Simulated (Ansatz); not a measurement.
**Effort and miss along a sweep of vacuum between outermost atoms (Å): the (001) slab of C (cut from a parent of space group no. 227; 12 atoms in the cell)**

Cell: a = 2.5178 Å, b = 3.5607 Å, c = 23.7920 Å, α = 90.00°, β = 90.00°, γ = 135.00°.

Method: PBE, PAW files (plane waves; Ansatz, an electronic-structure program).

Base settings: kpoints.mp_grid.grid = 15 15 1; hamiltonian.xc = pbe; hamiltonian.pseudopotentials = {kind: paw} (the program's default PAW files); scf.occupations.method = cold; scf.occupations.width = 0.05 eV.

Misses are taken against the tightest run, 28.0, which need not be fully converged itself. The energy is the free energy per atom.

The count of work is k-points × plane waves × bands × iterations; it is no time, and leaves out set-up, grids and terms that scale otherwise. 

The starting cell comes from a database of computed structures (which also holds hypothetical and non-ambient phases and stackings), without a prior relaxation at this level. The slab is cut from that crystal, and its faces are unrelaxed. Spin polarisation is off, though cut faces can carry moments; the slab shows no gap. In the base run, forces exceed 1 eV/Å.

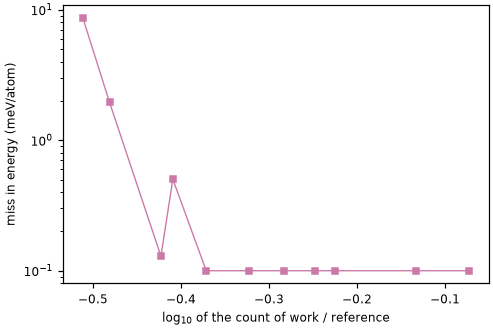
Miss against the count of work; the reference run is not drawn, and misses under 0.1 meV/atom are drawn there.

```tsv
vacuum between outermost atoms (Å)	energy less reference (meV/atom)	largest difference in the force on any atom (eV/Å)	count of work / reference
3.0	-8.73	0.193	0.31
4.0	-1.95	0.046	0.33
5.0	-0.50	0.014	0.39
6.0	-0.13	0.004	0.38
8.0	-0.02	0.001	0.43
10.0	-0.02	0.001	0.48
12.0	-0.02	0.001	0.52
14.0	-0.01	0.001	0.56
15.0	-0.01	0.002	0.60
18.0	-0.02	0.002	0.74
22.0	-0.01	0.002	0.85
28.0	0.00	0.000	1.0
```

Coarsest setting among those run that, with all tighter ones, holds the energy within 5 meV/atom of the reference: 4.0, off by 1.9 meV/atom; it needs 0.33 of the reference's count of work.

Coarsest setting among those run that, with all tighter ones, holds the energy within 1 meV/atom of the reference: 5.0, off by 0.50 meV/atom; it needs 0.39 of the reference's count of work.

The step from 3.0 to 22.0: it takes the miss in the energy from 8.7 to 0.01 meV/atom, for 2.7 times the count of work.

Keys are those of Ansatz 0.2.
